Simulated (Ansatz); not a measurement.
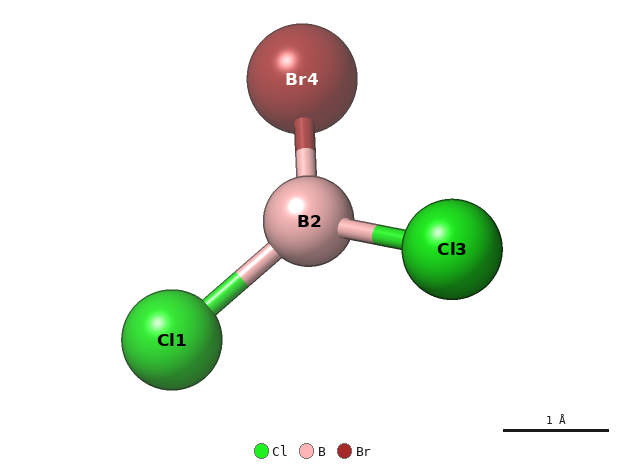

(Drawn from a calculation with Ansatz.)

Orthographic view. Depth is shown by fading: the farther an atom, the more it takes the colour of the background. Geometry: moved along internal coordinates away from the minimum.

Write a MOL file (V2000) with the atoms in numerical order, bonds sorted by atom number with the orders drawn, and coordinates in the frame of the picture: x right, y up, z towards the viewer, origin at the mean position.

```
BBrCl2
                    3D

  4  3  0  0  0  0  0  0  0  0999 V2000
   -1.3100   -1.1300   -0.0300 Cl  0  0  0  0  0  0  0  0  0  0  0  0
   -0.0000    0.0100   -0.0100 B   0  0  0  0  0  0  0  0  0  0  0  0
    1.3700   -0.2600    1.0100 Cl  0  0  0  0  0  0  0  0  0  0  0  0
   -0.0600    1.3700   -0.9800 Br  0  0  0  0  0  0  0  0  0  0  0  0
  1  2  1  0
  2  3  1  0
  2  4  1  0
M  END
```
